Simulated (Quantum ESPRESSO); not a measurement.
# Ba2Cu3Cl2O4: spin-resolved density of states, part 2 of 2

Wanted: the exchange-split electronic structure of Ba2Cu3Cl2O4.

Quantum ESPRESSO 7.5; LDA with U = 6 eV on Cu d (ortho-atomic projectors); plane waves with GBRV 1.5 LDA potentials, no spin-orbit coupling.

So far: Starting point; The magnetic state.

**3. Projected density of states**

Level of this step: LDA with U = 6 eV on Cu d (ortho-atomic projectors); plane waves with GBRV 1.5 LDA potentials, no spin-orbit coupling, projections on orthogonalised atomic orbitals (Quantum ESPRESSO).

File projwfc.in:

```
&PROJWFC
  prefix = 'pwscf'
  outdir = './tmp'
  filpdos = 'pdos'
  ngauss = 0
  degauss = 0.01
  DeltaE = 0.05
  Emin = -1.96
  Emax = 12.04
/
```

Started as:

```sh
> OMP_NUM_THREADS=1 mpirun -n 4 projwfc.x -nk 4 -in projwfc.in > projwfc.out
```

Output:

```text
[banner, memory and clock lines left out]
Program PROJWFC v.7.5 starts

     [... lines left out ...]
     IMPORTANT: XC functional enforced from input :
     Exchange-correlation= PZ
                           (   1   1   0   0   0   0   0)
     Any further DFT definition will be discarded
     Please, verify this is what you really want

     G-vector sticks info

     Check: negative core charge=   -0.000002

     negative rho (up, down):  1.042E-01 1.044E-01

     Gaussian broadening (read from input): ngauss,degauss=   0    0.010000

     Calling projwave ....

  Problem Sizes
  natomwfc =           89
  nbnd     =           78
  nkstot   =           92
  npwx     =         6118
  nkb      =          192

     Atomic states used for projection
     (read from pseudopotential files):

     state #   1: atom   1 (Ba ), wfc  1 (l=0 m= 1)
     state #   2: atom   1 (Ba ), wfc  2 (l=1 m= 1)
     state #   3: atom   1 (Ba ), wfc  2 (l=1 m= 2)
     state #   4: atom   1 (Ba ), wfc  2 (l=1 m= 3)
     state #   5: atom   1 (Ba ), wfc  3 (l=2 m= 1)
     state #   6: atom   1 (Ba ), wfc  3 (l=2 m= 2)
     state #   7: atom   1 (Ba ), wfc  3 (l=2 m= 3)
     state #   8: atom   1 (Ba ), wfc  3 (l=2 m= 4)
     state #   9: atom   1 (Ba ), wfc  3 (l=2 m= 5)
     state #  10: atom   1 (Ba ), wfc  4 (l=0 m= 1)
     state #  11: atom   1 (Ba ), wfc  5 (l=1 m= 1)
     state #  12: atom   1 (Ba ), wfc  5 (l=1 m= 2)
     state #  13: atom   1 (Ba ), wfc  5 (l=1 m= 3)
     state #  14: atom   2 (Ba ), wfc  1 (l=0 m= 1)
     state #  15: atom   2 (Ba ), wfc  2 (l=1 m= 1)
     state #  16: atom   2 (Ba ), wfc  2 (l=1 m= 2)
     state #  17: atom   2 (Ba ), wfc  2 (l=1 m= 3)
     state #  18: atom   2 (Ba ), wfc  3 (l=2 m= 1)
     state #  19: atom   2 (Ba ), wfc  3 (l=2 m= 2)
     state #  20: atom   2 (Ba ), wfc  3 (l=2 m= 3)
     state #  21: atom   2 (Ba ), wfc  3 (l=2 m= 4)
     state #  22: atom   2 (Ba ), wfc  3 (l=2 m= 5)
     state #  23: atom   2 (Ba ), wfc  4 (l=0 m= 1)
     state #  24: atom   2 (Ba ), wfc  5 (l=1 m= 1)
     state #  25: atom   2 (Ba ), wfc  5 (l=1 m= 2)
     state #  26: atom   2 (Ba ), wfc  5 (l=1 m= 3)
     state #  27: atom   3 (Cu1), wfc  1 (l=0 m= 1)
     state #  28: atom   3 (Cu1), wfc  2 (l=1 m= 1)
     state #  29: atom   3 (Cu1), wfc  2 (l=1 m= 2)
     state #  30: atom   3 (Cu1), wfc  2 (l=1 m= 3)
     state #  31: atom   3 (Cu1), wfc  3 (l=2 m= 1)
     state #  32: atom   3 (Cu1), wfc  3 (l=2 m= 2)
     state #  33: atom   3 (Cu1), wfc  3 (l=2 m= 3)
     state #  34: atom   3 (Cu1), wfc  3 (l=2 m= 4)
     state #  35: atom   3 (Cu1), wfc  3 (l=2 m= 5)
     state #  36: atom   3 (Cu1), wfc  4 (l=0 m= 1)
     state #  37: atom   3 (Cu1), wfc  5 (l=1 m= 1)
     state #  38: atom   3 (Cu1), wfc  5 (l=1 m= 2)
     state #  39: atom   3 (Cu1), wfc  5 (l=1 m= 3)
     state #  40: atom   4 (Cu2), wfc  1 (l=0 m= 1)
     state #  41: atom   4 (Cu2), wfc  2 (l=1 m= 1)
     state #  42: atom   4 (Cu2), wfc  2 (l=1 m= 2)
     state #  43: atom   4 (Cu2), wfc  2 (l=1 m= 3)
     state #  44: atom   4 (Cu2), wfc  3 (l=2 m= 1)
     state #  45: atom   4 (Cu2), wfc  3 (l=2 m= 2)
     state #  46: atom   4 (Cu2), wfc  3 (l=2 m= 3)
     state #  47: atom   4 (Cu2), wfc  3 (l=2 m= 4)
     state #  48: atom   4 (Cu2), wfc  3 (l=2 m= 5)
     state #  49: atom   4 (Cu2), wfc  4 (l=0 m= 1)
     state #  50: atom   4 (Cu2), wfc  5 (l=1 m= 1)
     state #  51: atom   4 (Cu2), wfc  5 (l=1 m= 2)
     state #  52: atom   4 (Cu2), wfc  5 (l=1 m= 3)
     state #  53: atom   5 (Cu1), wfc  1 (l=0 m= 1)
     state #  54: atom   5 (Cu1), wfc  2 (l=1 m= 1)
     state #  55: atom   5 (Cu1), wfc  2 (l=1 m= 2)
     state #  56: atom   5 (Cu1), wfc  2 (l=1 m= 3)
     state #  57: atom   5 (Cu1), wfc  3 (l=2 m= 1)
     state #  58: atom   5 (Cu1), wfc  3 (l=2 m= 2)
     state #  59: atom   5 (Cu1), wfc  3 (l=2 m= 3)
     state #  60: atom   5 (Cu1), wfc  3 (l=2 m= 4)
     state #  61: atom   5 (Cu1), wfc  3 (l=2 m= 5)
     state #  62: atom   5 (Cu1), wfc  4 (l=0 m= 1)
     state #  63: atom   5 (Cu1), wfc  5 (l=1 m= 1)
     state #  64: atom   5 (Cu1), wfc  5 (l=1 m= 2)
     state #  65: atom   5 (Cu1), wfc  5 (l=1 m= 3)
     state #  66: atom   6 (Cl ), wfc  1 (l=0 m= 1)
     state #  67: atom   6 (Cl ), wfc  2 (l=1 m= 1)
     state #  68: atom   6 (Cl ), wfc  2 (l=1 m= 2)
     state #  69: atom   6 (Cl ), wfc  2 (l=1 m= 3)
     state #  70: atom   7 (Cl ), wfc  1 (l=0 m= 1)
     state #  71: atom   7 (Cl ), wfc  2 (l=1 m= 1)
     state #  72: atom   7 (Cl ), wfc  2 (l=1 m= 2)
     state #  73: atom   7 (Cl ), wfc  2 (l=1 m= 3)
     state #  74: atom   8 (O  ), wfc  1 (l=0 m= 1)
     state #  75: atom   8 (O  ), wfc  2 (l=1 m= 1)
     state #  76: atom   8 (O  ), wfc  2 (l=1 m= 2)
     state #  77: atom   8 (O  ), wfc  2 (l=1 m= 3)
     state #  78: atom   9 (O  ), wfc  1 (l=0 m= 1)
     state #  79: atom   9 (O  ), wfc  2 (l=1 m= 1)
     state #  80: atom   9 (O  ), wfc  2 (l=1 m= 2)
     state #  81: atom   9 (O  ), wfc  2 (l=1 m= 3)
     state #  82: atom  10 (O  ), wfc  1 (l=0 m= 1)
     state #  83: atom  10 (O  ), wfc  2 (l=1 m= 1)
     state #  84: atom  10 (O  ), wfc  2 (l=1 m= 2)
     state #  85: atom  10 (O  ), wfc  2 (l=1 m= 3)
     state #  86: atom  11 (O  ), wfc  1 (l=0 m= 1)
     state #  87: atom  11 (O  ), wfc  2 (l=1 m= 1)
     state #  88: atom  11 (O  ), wfc  2 (l=1 m= 2)
     state #  89: atom  11 (O  ), wfc  2 (l=1 m= 3)

 [... projections of the bands left out ...]

Lowdin Charges:

     Atom #   1: total charge =   9.8078, s =  2.1623, p =  6.5506, d =  1.0949,
                 spin up      =   4.9087, s =  1.0814,
                 spin up      =   4.9087, p =  3.2753, pz=  1.0948, px=  1.0895, py=  1.0911,
                 spin up      =   4.9087, d =  0.5520, dz2=  0.0766, dxz=  0.1339, dyz=  0.1348, dx2-y2=  0.1161, dxy=  0.0905,
                 spin down    =   4.8991, s =  1.0809,
                 spin down    =   4.8991, p =  3.2753, pz=  1.0937, px=  1.0916, py=  1.0900,
                 spin down    =   4.8991, d =  0.5429, dz2=  0.0715, dxz=  0.1325, dyz=  0.1315, dx2-y2=  0.1164, dxy=  0.0910,
                 polarization =   0.0097, s =  0.0006, p =  0.0000, d =  0.0090,
     Atom #   2: total charge =   9.8078, s =  2.1623, p =  6.5506, d =  1.0949,
                 spin up      =   4.9087, s =  1.0814,
                 spin up      =   4.9087, p =  3.2753, pz=  1.0948, px=  1.0895, py=  1.0911,
                 spin up      =   4.9087, d =  0.5520, dz2=  0.0766, dxz=  0.1339, dyz=  0.1348, dx2-y2=  0.1161, dxy=  0.0905,
                 spin down    =   4.8991, s =  1.0809,
                 spin down    =   4.8991, p =  3.2753, pz=  1.0937, px=  1.0916, py=  1.0900,
                 spin down    =   4.8991, d =  0.5429, dz2=  0.0715, dxz=  0.1325, dyz=  0.1315, dx2-y2=  0.1164, dxy=  0.0910,
                 polarization =   0.0097, s =  0.0006, p =  0.0000, d =  0.0090,
     Atom #   3: total charge =  18.5596, s =  2.3723, p =  6.9282, d =  9.2591,
                 spin up      =   9.5336, s =  1.1759,
                 spin up      =   9.5336, p =  3.4550, pz=  1.1049, px=  1.1834, py=  1.1667,
                 spin up      =   9.5336, d =  4.9027, dz2=  0.9677, dxz=  0.9862, dyz=  0.9900, dx2-y2=  0.9899, dxy=  0.9690,
                 spin down    =   9.0261, s =  1.1965,
                 spin down    =   9.0261, p =  3.4732, pz=  1.1065, px=  1.1905, py=  1.1762,
                 spin down    =   9.0261, d =  4.3564, dz2=  0.9618, dxz=  0.9834, dyz=  0.9878, dx2-y2=  0.9874, dxy=  0.4359,
                 polarization =   0.5075, s = -0.0206, p = -0.0182, d =  0.5464,
     Atom #   4: total charge =  18.5570, s =  2.3726, p =  6.9283, d =  9.2561,
                 spin up      =   9.0164, s =  1.1943,
                 spin up      =   9.0164, p =  3.4688, pz=  1.1051, px=  1.1741, py=  1.1896,
                 spin up      =   9.0164, d =  4.3533, dz2=  0.9620, dxz=  0.9879, dyz=  0.9834, dx2-y2=  0.9875, dxy=  0.4325,
                 spin down    =   9.5406, s =  1.1782,
                 spin down    =   9.5406, p =  3.4595, pz=  1.1066, px=  1.1688, py=  1.1841,
                 spin down    =   9.5406, d =  4.9028, dz2=  0.9678, dxz=  0.9900, dyz=  0.9863, dx2-y2=  0.9899, dxy=  0.9688,
                 polarization =  -0.5242, s =  0.0161, p =  0.0093, d = -0.5496,
     Atom #   5: total charge =  18.5168, s =  2.4437, p =  6.8397, d =  9.2334,
                 spin up      =   9.5663, s =  1.2187,
                 spin up      =   9.5663, p =  3.4170, pz=  1.0765, px=  1.1706, py=  1.1698,
                 spin up      =   9.5663, d =  4.9306, dz2=  0.9686, dxz=  0.9907, dyz=  0.9907, dx2-y2=  0.9892, dxy=  0.9915,
                 spin down    =   8.9505, s =  1.2251,
                 spin down    =   8.9505, p =  3.4227, pz=  1.0781, px=  1.1719, py=  1.1727,
                 spin down    =   8.9505, d =  4.3028, dz2=  0.9619, dxz=  0.9884, dyz=  0.9884, dx2-y2=  0.9862, dxy=  0.3778,
                 polarization =   0.6157, s = -0.0064, p = -0.0057, d =  0.6278,
     Atom #   6: total charge =   7.0091, s =  1.6836, p =  5.3255, d =  0.0000,
                 spin up      =   3.5045, s =  0.8417,
                 spin up      =   3.5045, p =  2.6628, pz=  0.8844, px=  0.8892, py=  0.8892,
                 spin up      =   3.5045, d =  0.0000, dz2=  0.0000, dxz=  0.0000, dyz=  0.0000, dx2-y2=  0.0000, dxy=  0.0000,
                 spin down    =   3.5046, s =  0.8418,
                 spin down    =   3.5046, p =  2.6628, pz=  0.8849, px=  0.8889, py=  0.8889,
                 spin down    =   3.5046, d =  0.0000, dz2=  0.0000, dxz=  0.0000, dyz=  0.0000, dx2-y2=  0.0000, dxy=  0.0000,
                 polarization =  -0.0000, s = -0.0001, p =  0.0000, d =  0.0000,
     Atom #   7: total charge =   7.0091, s =  1.6836, p =  5.3255, d =  0.0000,
                 spin up      =   3.5045, s =  0.8417,
                 spin up      =   3.5045, p =  2.6628, pz=  0.8844, px=  0.8892, py=  0.8892,
                 spin up      =   3.5045, d =  0.0000, dz2=  0.0000, dxz=  0.0000, dyz=  0.0000, dx2-y2=  0.0000, dxy=  0.0000,
                 spin down    =   3.5046, s =  0.8418,
                 spin down    =   3.5046, p =  2.6628, pz=  0.8849, px=  0.8889, py=  0.8889,
                 spin down    =   3.5046, d =  0.0000, dz2=  0.0000, dxz=  0.0000, dyz=  0.0000, dx2-y2=  0.0000, dxy=  0.0000,
                 polarization =  -0.0000, s = -0.0001, p =  0.0000, d =  0.0000,
     Atom #   8: total charge =   6.3488, s =  1.6096, p =  4.7392, d =  0.0000,
                 spin up      =   3.2220, s =  0.8082,
                 spin up      =   3.2220, p =  2.4138, pz=  0.8656, px=  0.7728, py=  0.7754,
                 spin up      =   3.2220, d =  0.0000, dz2=  0.0000, dxz=  0.0000, dyz=  0.0000, dx2-y2=  0.0000, dxy=  0.0000,
                 spin down    =   3.1268, s =  0.8014,
                 spin down    =   3.1268, p =  2.3254, pz=  0.8624, px=  0.7324, py=  0.7306,
                 spin down    =   3.1268, d =  0.0000, dz2=  0.0000, dxz=  0.0000, dyz=  0.0000, dx2-y2=  0.0000, dxy=  0.0000,
                 polarization =   0.0952, s =  0.0068, p =  0.0884, d =  0.0000,
     Atom #   9: total charge
```

Elapsed: 12 s, on 4 MPI ranks of Intel Xeon Platinum 8259CL at 2.50GHz (Skylake/Cascade Lake), shared host; peak memory 0.64 GiB.

The density of states has structure finer than the step of the table below, so its rows give means over 1 eV, whole bins alone (the curve runs from -9.00 to 5.05 eV). Peaks (eV: height): up -5.9: 9.44, -5.4: 6.59, -4.9: 10.7, -3.5: 7.83; down -6.8: 4.15, -5.8: 9.26, -4.7: 8.84, -3.5: 7.87; Ba1 p up -3.6: 0.122, 3.5: 0.2, 3.8: 0.238; Ba1 p down -3.6: 0.117, 3.8: 0.257; Cu3 d up -6.9: 2.04, -5.9: 3.17, -5.4: 2.11, -5.0: 1.66.

Gaussian broadening of 0.136 eV on the SCF mesh. Density of states against energy, zero at the Fermi level; means over each step; 7 of 10 lines; values in states/eV/cell:

```csv
energy (eV),up,down,Ba1 p up,Ba1 p down,Cu3 d up,Cu3 d down,Cu4 d up
-8,0.318,0.195,4.4e-4,2.4e-4,0.0555,0.0144,0.0215
-7,3.23,2.31,0.00337,0.00267,0.945,0.152,0.161
-6,4.47,4.09,0.00545,0.00544,1.57,0.772,0.769
-5,6.99,6.13,0.0167,0.0168,1.44,1.86,2.10
-4,3.94,5.51,0.0461,0.0435,0.216,0.807,0.523
-3,6.91,6.86,0.0433,0.0461,0.270,0.338,0.419
-2,4.54,4.76,0.0145,0.0160,0.271,0.300,0.283
-1,1.28,1.15,0.00337,0.00335,0.0836,0.0732,0.0453
0,0.523,0.175,0.00115,9.1e-4,0.00254,0.115,0.128
1,0.634,1.09,8.3e-4,0.00150,0.0134,0.344,0.350
2,0.204,0.760,0.00101,9.1e-4,0.00981,0.0892,0.0765
3,0.763,0.655,0.0518,0.0421,0.00461,0.00553,0.00613
4,3.05,3.13,0.156,0.164,0.00732,0.0106,0.01000
```

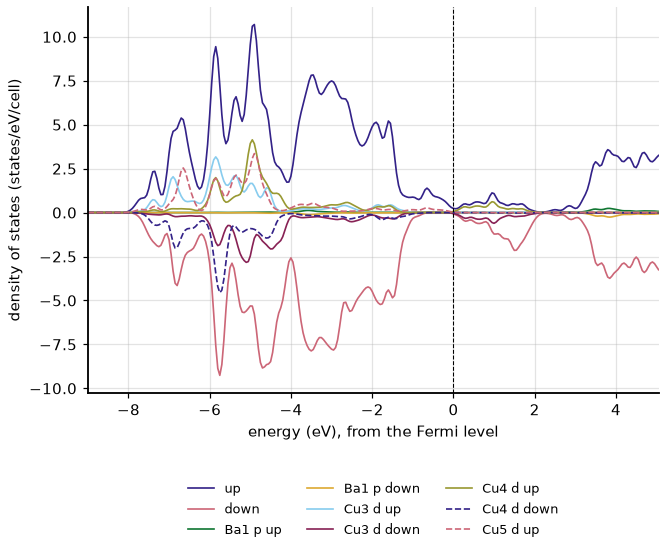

Density of states, plotted against energy. Down spins are drawn negative.

**4. Results**

| Quantity | Value |
| --- | --- |
| state | ferrimagnetic |
| largest moment in a sphere | 0.649 μB |

What this shows: Distinct peaks of the density of states (up) stand at -6.70, -5.85, -5.35, -4.90 and -3.45 eV; the one at -4.90 eV is strongest. These are Kohn–Sham states without spin–orbit coupling, on the mesh of the self-consistent run.

[Logs and program files are shortened in this print: banners, set-up blocks, solver, clock and traceback lines can be left out without a mark of their own.]

[Logs are printed without paths, hosts, clocks, repeated set-up lines and the standing remarks that a program may print on its own settings, such as how far it seeks lower states.]

[Hosts, paths, dates, database ids (printed as entryN), source tags and the programs' standing remarks are cut or masked in the printed files.]

[Where a cell is said to come from a database of computed structures, the database is the Materials Project.]
